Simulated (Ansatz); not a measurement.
# CH5InO3 (SMILES C[O][In]([OH])[OH]): what the fields show

Input file:

```
crystal:
  periodic: [false, false, false]
  atoms:
    - {symbol: C, position_ang: [0.508034, -1.762340, -0.465604]}
    - {symbol: In, position_ang: [-0.182695, 0.934175, 0.618754]}
    - {symbol: O, position_ang: [0.564436, -0.910583, 0.637502]}
    - {symbol: O, position_ang: [-0.261310, 1.962477, 2.310890]}
    - {symbol: O, position_ang: [-0.811740, 1.799136, -1.068701]}
    - {symbol: H, position_ang: [1.297140, -2.529631, -0.368531]}
    - {symbol: H, position_ang: [0.675750, -1.258560, -1.440177]}
    - {symbol: H, position_ang: [-0.458056, -2.300332, -0.540230]}
    - {symbol: H, position_ang: [-0.620595, 2.843748, 2.150668]}
    - {symbol: H, position_ang: [-0.710954, 1.221909, -1.834571]}
basis:
  gaussian: {orbitals: def2-TZVPD}
hamiltonian: {xc: pbe0}
output: {forces: true, orbitals: {seedname: orbitals}}
```

Launched as:

```sh
ansatz run input.yaml --threads 2 --pin off --max-ram 5220MiB --events-out events.jsonl --progress --plain --runs-dir runs
```

Geometry: PBE0-D4/def2-SVP; core potentials replace the inner electrons of In.

Method: Ansatz, isolated molecule in a Gaussian basis; Kohn-Sham density functional theory, functional PBE0.

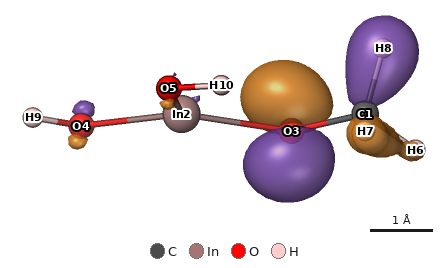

Figure 1. The HOMO at ±0.2 Å⁻³ᐟ² (orange and purple are the two phases), seen from one side.

Question: What is the character of this orbital?

Answer: Its weight (Hirshfeld) is mainly on O3 (about 60 %), C1 (about 15 %), H8 (about 10 %) and In2 (about 5 %). Its energy is −7.85 eV.

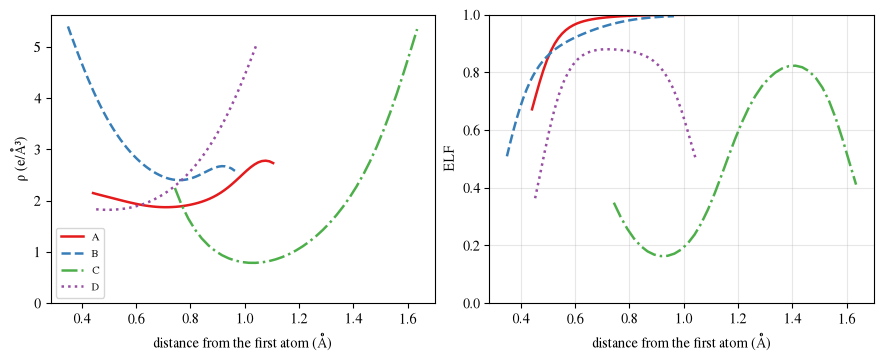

Figure 2. Electron density and electron localisation function along straight lines between neighbouring atoms. The curves leave out the atomic cores.

Question: Which curve belongs to which contact (C–H, C–O, In–O and O–H)? The first atom named is at distance zero.

Answer: Curve A: C–H (1.10 Å): ρ is about 2 e/Å³ halfway; the ELF climbs to about 1 towards the hydrogen, as it does in any bond to H (a covalent bond by its length). Curve B: O–H (0.96 Å): ρ at the midpoint is about 3.7 e/Å³; the ELF climbs to about 1 towards the hydrogen (a covalent bond by its length). Curve C: In–O (1.98 Å): ρ at the midpoint is about 0.8 e/Å³; the ELF peaks at about 0.80 in the valence shell of O, 0.6 Å from its nucleus, and drops to about 0.15 between the two atoms. Curve D: C–O (1.39 Å): ρ is about 2.1 e/Å³ halfway, with its minimum of 1.8 e/Å³ about 0.5 Å from C; the ELF peaks at about 0.90 between the atoms, as expected for a polar covalent bond.

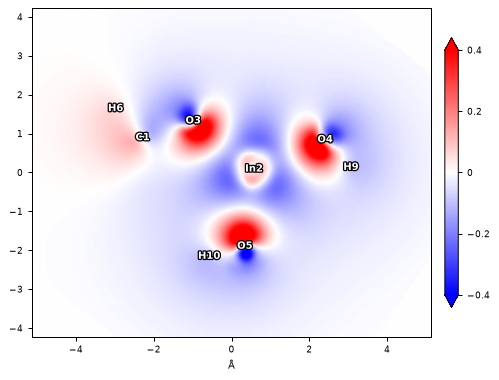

Figure 3. One frontier orbital on the plane of atoms O3, In2 and O5 (values in Å⁻³ᐟ²; the overall sign is arbitrary).

Question: Which orbital is it: HOMO or LUMO?

Answer: The LUMO, at −2.18 eV. It lies mainly on In2 (about 55 %), O5 (about 10 %), O4 (about 10 %) and O3 (about 10 %).
